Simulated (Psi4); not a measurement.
# A workflow on C4H4Si (SMILES C#C[SiH2]C#C), part 2 of 2

Psi4 1.11. The steps go on from the part before.

## (5) The doublet anion: the energy at UB3LYP/def2-SVPD (density fitting) (run 4)

The input, c4h4si.in:

```
memory 1600 mb

molecule geom {
  -1 2
  C      2.006946    -0.071112     1.708373
  C      1.257431    -0.321928     0.783012
  Si     0.140036    -0.717028    -0.619097
  C     -1.265419     0.463633    -0.655350
  C     -2.202645     1.239076    -0.690951
  H      2.666260     0.152736     2.525825
  H      0.898129    -0.615519    -1.893006
  H     -0.384272    -2.097466    -0.453712
  H     -3.028371     1.924922    -0.719668
  symmetry c1
}

set {
  basis def2-SVPD
  reference uks
}

E, wfn = energy('b3lyp', return_wfn=True)
```

Run with:

```bash
$ psi4 -n 1 c4h4si.in c4h4si.out
```

c4h4si.out:

```text
[...]
  Running in c1 symmetry.
[...]
  Nuclear repulsion =  161.655119294187102
[...]
  Multiplicity = 2
[...]
  Nalpha       = 22
  Nbeta        = 21
[...]
    Number of basis functions: 136
[...]
   @DF-UKS iter   1:  -443.43845862146969   -3.59416e-01   6.62965e-03 ADIIS/DIIS
[...]
   @DF-UKS iter  11:  -443.97824601567635   -8.91389e-07   9.41732e-07 DIIS
[...]
   @S^2 Observed:                7.533971524E-01
[...]
    Orbital Energies [Eh]
    ---------------------
    Alpha Occupied:
       1A    -65.963126     2A    -10.009880     3A    -10.009871
       4A     -9.998794     5A     -9.998727     6A     -5.122149
       7A     -3.484586     8A     -3.484553     9A     -3.484186
      10A     -0.565366    11A     -0.558458    12A     -0.417202
      13A     -0.368797    14A     -0.345510    15A     -0.242546
      16A     -0.216863    17A     -0.198394    18A     -0.127401
      19A     -0.117119    20A     -0.114899    21A     -0.110584
      22A      0.105524
    Alpha Virtual:
      23A      0.150543    24A      0.150966    25A      0.158620
[...]
  @DF-UKS Final Energy:  -443.97824601567635
   => Energetics <=
    Nuclear Repulsion Energy =            161.6551192941871022
    One-Electron Energy =                -936.0485241919301416
    Two-Electron Energy =                 366.0619680298945582
    DFT Exchange-Correlation Energy =     -35.6468091478278453
    Empirical Dispersion Energy =           0.0000000000000000
    VV10 Nonlocal Energy =                  0.0000000000000000
    Total Energy =                       -443.9782460156763477
[...]
 Multipole Moments:
 ------------------------------------------------------------------------------------
     Multipole            Electronic (a.u.)      Nuclear  (a.u.)        Total (a.u.)
 ------------------------------------------------------------------------------------
 L = 1.  Multiply by 2.5417464519 to convert [e a0] to [Debye]
 Dipole X            :         -0.0824147            0.0686367           -0.0137779
 Dipole Y            :          0.4509775           -0.3762563            0.0747212
 Dipole Z            :          0.3905966           -0.3258364            0.0647602
 Magnitude           :                                                    0.0998347
[...]
```

It took 12 s on 1 thread of Intel Xeon 6975P-C (Granite Rapids), shared host; peak memory 0.92 GiB.

## (6) The doublet anion: a structure relaxation at UB3LYP/def2-SVPD (density fitting) (run 5)

The input, job.inp:

```
memory 1600 MB

molecule {
  -1 2
  C      2.006946    -0.071112     1.708373
  C      1.257431    -0.321928     0.783012
  Si     0.140036    -0.717028    -0.619097
  C     -1.265419     0.463633    -0.655350
  C     -2.202645     1.239076    -0.690951
  H      2.666260     0.152736     2.525825
  H      0.898129    -0.615519    -1.893006
  H     -0.384272    -2.097466    -0.453712
  H     -3.028371     1.924922    -0.719668
  symmetry c1
}

set globals {
  reference uks
  geom_maxiter 50
}

e_tot, wfn = optimize('b3lyp/def2-SVPD', return_wfn=True)
print_variables()
```

Run with:

```bash
$ psi4 -n 1 job.inp job.out
```

job.out:

```text
[...]
  Running in c1 symmetry.
[...]
  Nuclear repulsion =  161.655119294187102
[...]
  Multiplicity = 2
[...]
  Nalpha       = 22
  Nbeta        = 21
[...]
    Number of basis functions: 136
[...]
   @DF-UKS iter   1:  -443.43845862146969   -3.59416e-01   6.62965e-03 DIIS/ADIIS
[...]
   @DF-UKS iter   9:  -443.99778528511314   -1.16529e-11   6.89358e-09 DIIS
[...]
   @S^2 Observed:                7.590685843E-01
[...]
  @DF-UKS Final Energy:  -443.99778528511314
   => Energetics <=
    Nuclear Repulsion Energy =            158.6193114228824186
    One-Electron Energy =                -930.2366500796498485
    Two-Electron Energy =                 363.2306014403712311
    DFT Exchange-Correlation Energy =     -35.6110480687169684
    Empirical Dispersion Energy =           0.0000000000000000
    VV10 Nonlocal Energy =                  0.0000000000000000
    Total Energy =                       -443.9977852851131388
[...]
 Multipole Moments:
 ------------------------------------------------------------------------------------
     Multipole            Electronic (a.u.)      Nuclear  (a.u.)        Total (a.u.)
 ------------------------------------------------------------------------------------
 L = 1.  Multiply by 2.5417464519 to convert [e a0] to [Debye]
 Dipole X            :         -0.0109832           -0.0538849           -0.0648681
 Dipole Y            :          0.0567938            0.2911554            0.3479492
 Dipole Z            :          0.0485207            0.2519554            0.3004761
 Magnitude           :                                                    0.4642870
[...]
  -Total Gradient:
     Atom            X                  Y                   Z
    ------   -----------------  -----------------  -----------------
       1        0.000015688533    -0.000002994167    -0.000052841134
       2       -0.000029479050    -0.000015591997     0.000073864718
       3        0.000003377270    -0.000036225204    -0.000032276539
       4        0.000027645728     0.000072284159    -0.000023467139
       5       -0.000014715504    -0.000054456709     0.000000608784
       6        0.000006714182     0.000009083259     0.000002482906
       7       -0.000006946167    -0.000010166630     0.000011840865
       8        0.000007532242     0.000011575744    -0.000009845792
       9       -0.000005735286     0.000004066013     0.000010230532
[...]
```

Standard output:

```text
Interior angle of 179.8 for bend B([5, 0, 2]) can't work in good torsion
Interior angle of 179.8 for bend B([5, 0, 2]) can't work in good torsion
Interior angle of 179.8 for bend B([5, 0, 2]) can't work in good torsion
Interior angle of 179.8 for bend B([2, 4, 8]) can't work in good torsion
Interior angle of 179.8 for bend B([2, 4, 8]) can't work in good torsion
Interior angle of 179.8 for bend B([2, 4, 8]) can't work in good torsion
Optimizer: Optimization complete!
```

It took 4.1 min on 1 thread of Intel Xeon 6975P-C (Granite Rapids), shared host; peak memory 1 GiB.

The path in brief:

| step | energy from the first frame kept (eV) | largest force (eV/Å) |
| --- | --- | --- |
| 0 | 0.0000 | 2.8058 |
| 1 | -0.1937 | 0.5751 |
| 2 | -0.3027 | 1.1818 |
| 3 | -0.4196 | 1.6934 |
| 4 | -0.4851 | 0.3449 |
| 5 | -0.3818 | 0.4780 |
| 6 | -0.5046 | 0.1575 |
| 7 | -0.5174 | 0.1999 |
| 8 | -0.5247 | 0.1483 |
| 9 | -0.5295 | 0.0450 |
| 10 | -0.5301 | 0.0342 |
| 11 | -0.5303 | 0.0314 |
| 12 | -0.5307 | 0.0293 |
| 13 | -0.5312 | 0.0571 |
| 14 | -0.5316 | 0.0400 |
| 15 | -0.5317 | 0.0042 |

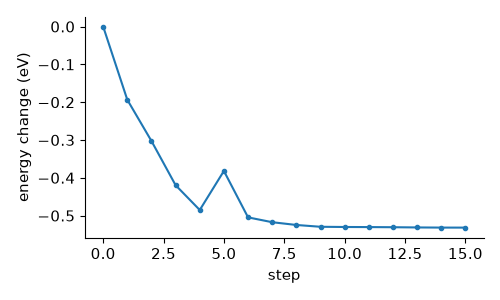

Energy along the run.

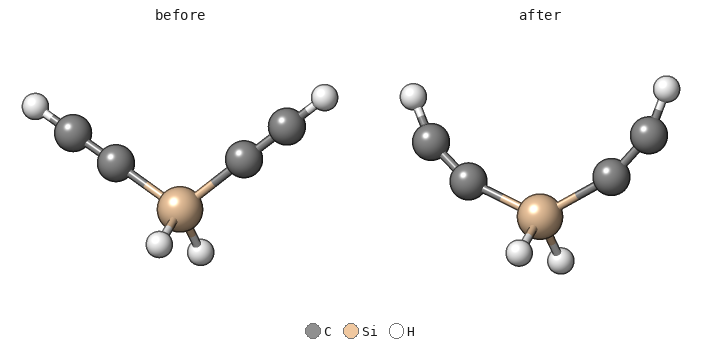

Before and after, at one scale.

After the run. Bond lengths: C1–C2 1.248 Å, C2–Si3 1.868 Å, Si3–C4 1.868 Å, C4–C5 1.248 Å, C1–H6 1.081 Å, Si3–H7 1.501 Å, Si3–H8 1.501 Å, C5–H9 1.081 Å. Angles: C1–C2–Si3 160.8°, C2–Si3–C4 128.0°, Si3–C4–C5 160.8°, C2–C1–H6 157.7°, C2–Si3–H7 104.9°, C2–Si3–H8 104.9°, C4–Si3–H7 104.9°, C4–Si3–H8 104.9°, C4–C5–H9 157.8°, H7–Si3–H8 108.1°.

## (7) Results

The summary covers parts 1 to 2.

| quantity | value |
| --- | --- |
| run 1, B3LYP/def2-SVPD: total energy at the end | -444.02012 Eh |
| run 1, B3LYP/def2-SVPD: dipole moment | 0.54 D |
| run 1, B3LYP/def2-SVPD: HOMO energy | -7.98 eV |
| run 1, B3LYP/def2-SVPD: LUMO energy | -0.69 eV |
| run 1, B3LYP/def2-SVPD: HOMO–LUMO gap | 7.28 eV |
| doublet cation, run 2: total energy | -443.65059 Eh |
| doublet cation, run 2: HOMO energy (highest over α and β) | -13.20 eV |
| doublet cation, run 2: LUMO energy (lowest over α and β) | -12.15 eV |
| doublet cation, run 2: ⟨S²⟩ | 0.755 |
| doublet cation, run 3: total energy at the end | -443.65216 Eh |
| doublet cation, run 3: HOMO energy (highest over α and β) | -13.13 eV |
| doublet cation, run 3: LUMO energy (lowest over α and β) | -12.05 eV |
| doublet cation, run 3: ⟨S²⟩ | 0.755 |
| doublet anion, run 4: total energy | -443.97825 Eh |
| doublet anion, run 4: HOMO energy (highest over α and β) | 2.87 eV |
| doublet anion, run 4: LUMO energy (lowest over α and β) | 4.02 eV |
| doublet anion, run 4: ⟨S²⟩ | 0.753 |
| doublet anion, run 5: total energy at the end | -443.99779 Eh |
| doublet anion, run 5: HOMO energy (highest over α and β) | 1.58 eV |
| doublet anion, run 5: LUMO energy (lowest over α and β) | 3.45 eV |
| doublet anion, run 5: ⟨S²⟩ | 0.759 |
| adiabatic electron affinity (to the doublet anion, no zero-point term) | -0.608 eV |
| adiabatic ionisation energy (to the doublet cation, no zero-point term) | 10.013 eV |

In words: The adiabatic electron affinity (to the doublet anion, no zero-point term) is −0.61 eV (−14.0 kcal/mol). A negative value puts this state of the anion above the relaxed parent: the electron is not bound at this level, and such a value depends on the basis. The adiabatic ionisation energy (to the doublet cation, no zero-point term) is 10.01 eV (231 kcal/mol). The optimisation (run 1, B3LYP/def2-SVPD) took 3 steps and changed the energy by -0.022 eV. The optimisation (doublet cation, run 3) took 6 steps and changed the energy by -0.043 eV. The HOMO (doublet anion, run 4) lies at positive energy, 2.87 eV; only total energies tell whether the electron is bound.
